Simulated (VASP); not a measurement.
Band structure of TiC (rock salt). All values below come from SCAN meta-GGA, VASP's PBE PAW potentials (set 64) (plane waves; VASP).

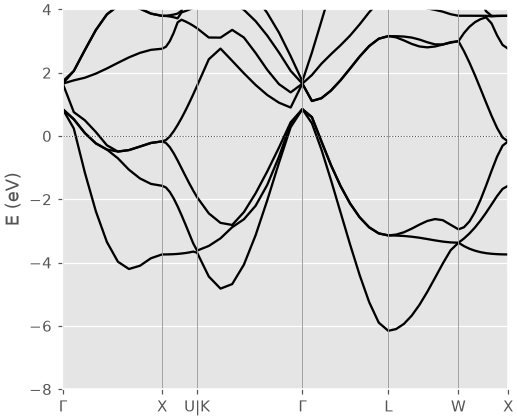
Bands along high-symmetry lines, zero at the valence-band maximum or, without a gap, the Fermi level

Question: Read the plot: is there a gap, and where are the band edges?

Answer: It has no gap at this level: it comes out as a metal or semimetal.

The compound is TiC in the rock salt structure. It was relaxed first.
